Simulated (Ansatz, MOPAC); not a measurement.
Potential energy curve for NaF, singlet.

Methods: RCCSDTQ = CCSDTQ on RHF/cc-pVDZ, frozen core run with Ansatz (a first-principles code); RKS-CAM-B3LYP = restricted CAM-B3LYP/cc-pVDZ (Ansatz); PM3, restricted, heats of formation (MOPAC).

Energies are in kcal/mol, each relative to the lowest point of its own curve near equilibrium.

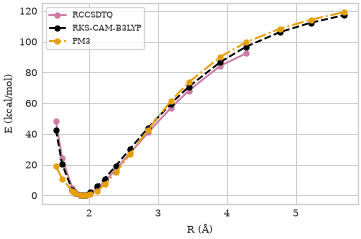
Fig. 1. Energy against bond length for each method.

```
R / Å  RCCSDTQ  RKS-CAM-B3LYP    PM3
-----  -------  -------------  -----
1.52      48.2           42.7   18.8
1.61      24.0           20.3   10.8
1.76       4.6            3.2    2.7
1.80       2.4            1.4    1.5
1.87       0.3            0.0    0.3
1.92       0.0            0.1    0.0
1.95       0.2            0.5    0.1
2.02       1.4            2.2    0.8
2.12       4.5            5.9    3.1
2.23       9.1           10.9    7.1
2.39      16.8           19.2   14.9
2.60      27.6           30.4   27.0
2.86      40.9           43.9   42.8
3.19      56.8           59.6   61.3
3.45      68.1           70.6   73.6
3.91      84.3           86.7   90.1
4.28      92.3           96.6   99.5
4.77         —          106.1  108.3
5.22         —          112.2  114.1
5.70         —          117.1  119.1
```

At the longest distance, 5.70 Å, PM3 lies highest above its minimum (119.1 kcal/mol) and RKS-CAM-B3LYP lowest (117.1 kcal/mol).

A dash means that the run gave no value there, or that the column was ended at a point which the program doubted or which failed a test of continuity chosen for this set; such a test can also cut sound points.

The scan ran from 1.52 to 7.76 Å; beyond the distances shown full CI changes its symmetry label. The T1 diagnostic of CCSD on the restricted reference of RCCSDTQ exceeds 0.045 at 3.45 to 5.70 Å. The restricted form behind RKS-CAM-B3LYP, PM3 keeps the bonding electrons paired and can't separate into open-shell fragments.
